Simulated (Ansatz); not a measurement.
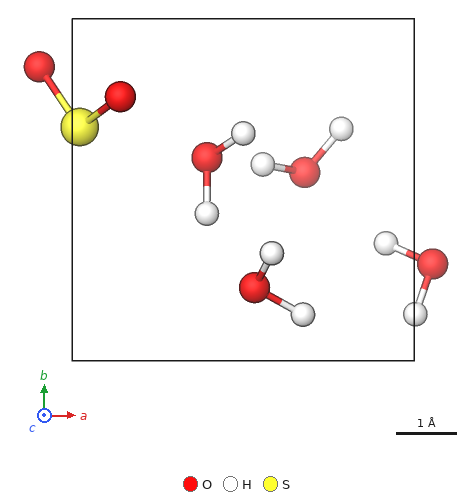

Starting frame of a dynamics run of a periodic cell with 4 H2O + 1 SO2 at 1.165 g/cm³. Style: ball-and-stick. Shown: the simulation cell, along the c axis.

These are results of DFT PBE-D3(BJ), scalar-relativistic, plane waves, PAW (Ansatz), not measurements.

Input
```yaml
accuracy: low
crystal:
  lattice:
    - [5.78896, 0.0, 0.0]
    - [0.0, 5.78896, 0.0]
    - [0.0, 0.0, 5.78896]
  atoms:
    - { symbol: O, position: [0.52866016, 0.21011855, 0.64024249] }
    - { symbol: H, position: [0.57936225, 0.31048918, 0.76677236] }
    - { symbol: H, position: [0.67021811, 0.13126699, 0.58834007] }
    - { symbol: O, position: [1.04936574, 0.27929942, 0.2016334] }
    - { symbol: H, position: [0.99882286, 0.13249032, 0.26824078] }
    - { symbol: H, position: [0.91288184, 0.33963868, 0.12173915] }
    - { symbol: O, position: [0.67543214, 0.54701672, 0.98911693] }
    - { symbol: H, position: [0.55285722, 0.5703699, 1.1071168] }
    - { symbol: H, position: [0.78240806, 0.67423822, 1.01578366] }
    - { symbol: O, position: [0.38964275, 0.59028103, 0.37909286] }
    - { symbol: H, position: [0.49588541, 0.66099603, 0.4908417] }
    - { symbol: H, position: [0.38925126, 0.42652375, 0.43025967] }
    - { symbol: S, position: [0.01746409, 0.67974339, 0.58899747] }
    - { symbol: O, position: [-0.10057127, 0.8558026, 0.44733523] }
    - { symbol: O, position: [0.13634539, 0.7682587, 0.79343242] }
basis:
  ecutwfc: 420.0
kpoints:
  mp_grid: { grid: [1, 1, 1] }
hamiltonian:
  xc: pbe
  dispersion: d3bj
scf:
  occupations: { method: fermi_dirac, width: 0.02 }
  lower_state_search: "off"
md:
  timestep: 0.75
  n_steps: 300
  ensemble: nvt_langevin
  temperature: 300.0
  initial_velocities: maxwell_boltzmann
  seed: 296151
  friction: 0.02
```

Run as
```bash
ansatz run input.yaml --threads 1 --pin off --max-ram 3072MiB --backend cpu --events-out ev --progress --plain --runs-dir out
```

Q: What does the trajectory do?

A: Over the second half the temperature averages 299 K (spread ±48 K). The potential energy is still drifting at the end, so the run hasn't reached equilibrium. The potential energy in the second half lies on average 13.7 meV per atom above the first frame. In the second half of the run the atoms are, in the root-mean-square, this far from where they began (common drift taken out): H 0.84 Å, O 0.50 Å, S 0.27 Å. The heavy atoms stay within a fraction of a molecule's size of their starting places, while the hydrogen atoms travel further, as molecules turn; so short a run doesn't tell a liquid from a solid.

Along the run (each row but the first and the last is the mean over the interval that it begins):

```
time (fs)  potential energy (meV/atom)  T (K)
      0.0                          0.0    280
     27.8                         21.3    259
     55.5                         22.5    229
     83.2                         26.6    312
    111.0                         21.9    267
    138.8                         19.3    284
    166.5                          8.0    294
    194.2                          6.9    345
    222.0                          7.3    350
```

The paths of the atoms:

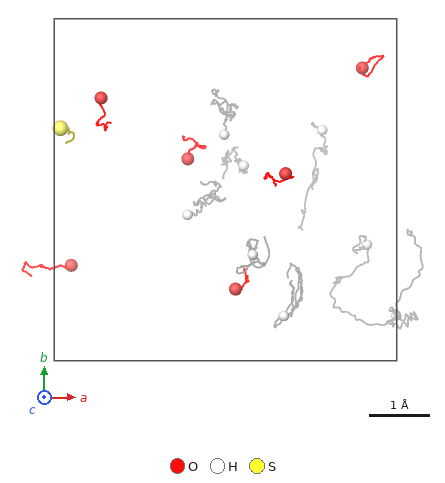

Limits of the set-up: the program's low-accuracy preset was used; the periodic images lie only 5.8 Å apart, so the values are limited by the cell's size.

Cost: 6 min on 1 thread of Intel(R) Xeon(R) Processor @ 2.70GHz (shared host), peak memory 0.34 GiB.
